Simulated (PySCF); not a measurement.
# Sn²⁺: dipole response in aug-cc-pVQZ-PP plus 1 even-tempered diffuse shell per l with ECP28

How polarisable is Sn²⁺ at the levels listed below?

Program: PySCF 2.14.0. Level of theory: unrestricted determinants in a Gaussian basis, no spin-orbit coupling in the energies. These are calculated values, not measurements, unless marked.

**1. Starting point**

| Item | Value |
| --- | --- |
| Element | tin (Z = 50) |
| Basis | aug-cc-pVQZ-PP with one added diffuse shell each of s, p, d, f, g type with ECP28MDF (8s8p6d4f3g, 117 functions) |
| Hamiltonian | scalar relativity through the core potential |
| State 1 | Sn²⁺: [Kr] 4d10 5s2, closed-shell 1S |
| Methods | CAM-B3LYP |

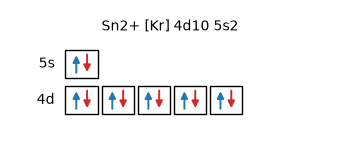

The shells outside the core, filled by Hund's rule for the drawing.

The runs were made by one driver on top of PySCF. The scripts below sum up each run's settings (the driver also hands on starting orbitals that pick excited configurations, and frozen orbitals as a list rather than a count), and the logs come from the driver's own runs. The driver starts from symmetry-adapted Hartree-Fock orbitals, holds the occupation by maximum overlap and uses a logarithmic radial grid for functionals, so a plain start would take other cycles.

The integrals over 117 functions and the set-up took 6.6 s of CPU time.

**2. Sn²⁺, at CAM-B3LYP**

Level: CAM-B3LYP.

input.py reads:

```python
from pyscf import gto, scf, dft, mp, cc
import basis_set_exchange as bse
txt = bse.get_basis("aug-cc-pVQZ-PP", elements=["Sn"], fmt="nwchem", header=False, augment_diffuse=1)
cut = txt.index("\nECP")
mol = gto.M(atom="Sn 0 0 0", charge=2, spin=0, symmetry="D2h",
            basis=gto.basis.parse(txt[:cut]),
            ecp={"Sn": gto.basis.parse_ecp(txt[cut:])})
mf = dft.UKS(mol, xc="CAMB3LYP")
mf.irrep_nelec = {'Ag': (4, 4), 'B1g': (1, 1), 'B2g': (1, 1), 'B3g': (1, 1), 'B1u': (1, 1), 'B2u': (1, 1), 'B3u': (1, 1)}
mf.kernel()
```

Standard output:

```text
damping factor = 0
level_shift factor = 0
DIIS = <class 'pyscf.scf.diis.CDIIS'>
diis_start_cycle = 1
diis_space = 10
diis_damp = 0
SCF conv_tol = 1e-09
SCF conv_tol_grad = None
number electrons alpha = 10  beta = 10
XC functionals = CAMB3LYP
    T. Yanai, D. P. Tew, and N. C. Handy.,  Chem. Phys. Lett. 393, 51 (2004)
cycle= 1 E= -213.440393600066  delta_E= -0.00544  |g|= 0.0355  |ddm|= 0.722
cycle= 2 E= -213.440591252245  delta_E= -0.000198  |g|= 0.0215  |ddm|= 0.205
cycle= 3 E= -213.440688762011  delta_E= -9.75e-05  |g|= 0.0013  |ddm|= 0.0485
cycle= 4 E= -213.440689323714  delta_E= -5.62e-07  |g|= 1.73e-05  |ddm|= 0.0074
cycle= 5 E= -213.440689323988  delta_E= -2.74e-10  |g|= 4.46e-07  |ddm|= 0.00013
converged SCF energy = -213.440689323988  <S^2> = -5.3290705e-15  2S+1 = 1
```

CPU time 39 s on a shared host, the integrals not counted.

The occupied shells:

```csv
shell,electrons,mean orbital energy (eV),spread (eV),rms radius (bohr)
4s,2,-158.38,0,0.876
4p,6,-113.23,0,0.953
4d,10,-47.187,0,1.18
5s,2,-28.618,0,2.36
```

⟨S²⟩ = 0.000, ⟨L²⟩ = 0.00.

The driver then solved the coupled dipole response at imaginary frequencies: mean α = 15.04 bohr³, C₆ = 80.95 au for a like pair.

Energies and moments cover only the electrons outside the core potential.

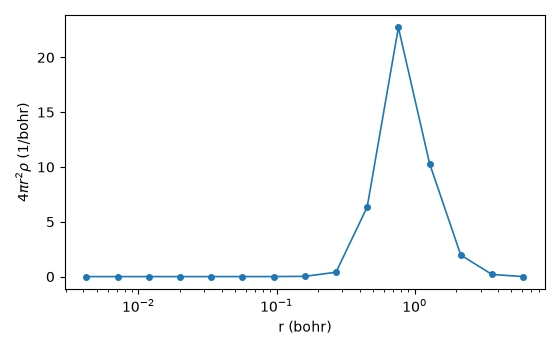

Radial density 4πr²ρ of Sn²⁺ at CAM-B3LYP, the electrons outside the core potential, at 15 stored radii joined by straight lines.

**3. Polarisabilities and C₆**

Sn²⁺, in atomic units:

```csv
method,mean α,C₆ (like pair),S(−4)
CAM-B3LYP,15.04,80.95,91.06
```

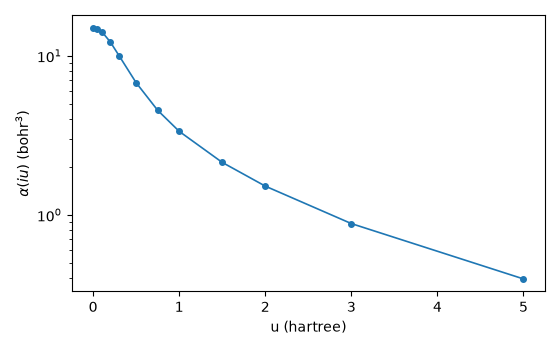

α(iu) of Sn²⁺, the polarisability at imaginary frequency, on a logarithmic scale.

**4. What came out**

| quantity | value |
| --- | --- |
| α of Sn²⁺ | 15.04 (CAM-B3LYP) bohr³ |

**Reading.** A single London oscillator with the computed α and C₆ of Sn²⁺ at CAM-B3LYP would have ω = 4 C₆ / (3 α²) = 0.477 hartree. The basis is finite, and no extrapolation was made.
